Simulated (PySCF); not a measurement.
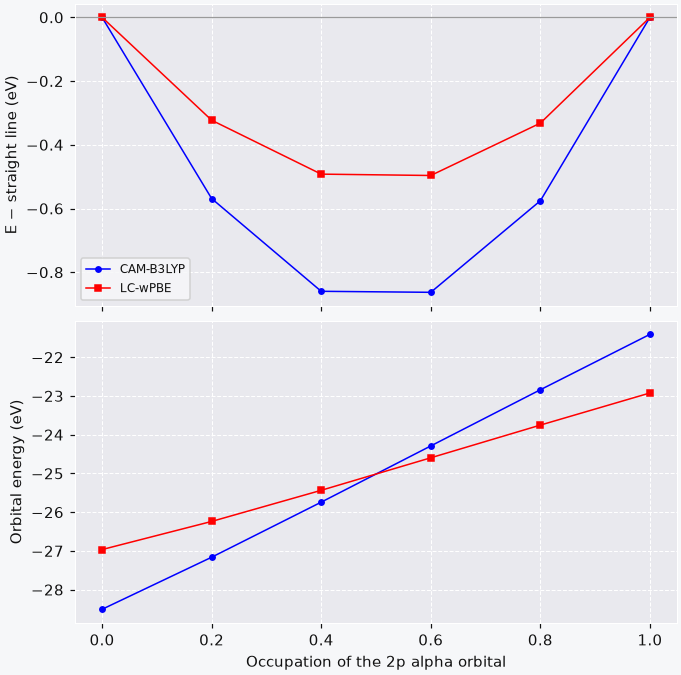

One 2p alpha orbital of C⁺ ([He] 2s² 2p) is emptied in steps. The plot gives the energy less the straight line between the integer ends; the lower panel gives the orbital energy. PySCF, def2-TZVP, non-relativistic, unrestricted single determinants, no spin-orbit coupling.

Question: What do the curves say about each method?

Answer: CAM-B3LYP: convex (delocalisation error), largest departure −0.86 eV, removal energy 25.00 eV, orbital energy from −21.4 eV when full to −28.5 eV when empty; LC-wPBE: convex (delocalisation error), largest departure −0.50 eV, removal energy 25.00 eV, orbital energy from −22.9 eV when full to −27.0 eV when empty. The measured removal energy is 24.38 eV. The exact energy is a straight line between whole electron numbers.
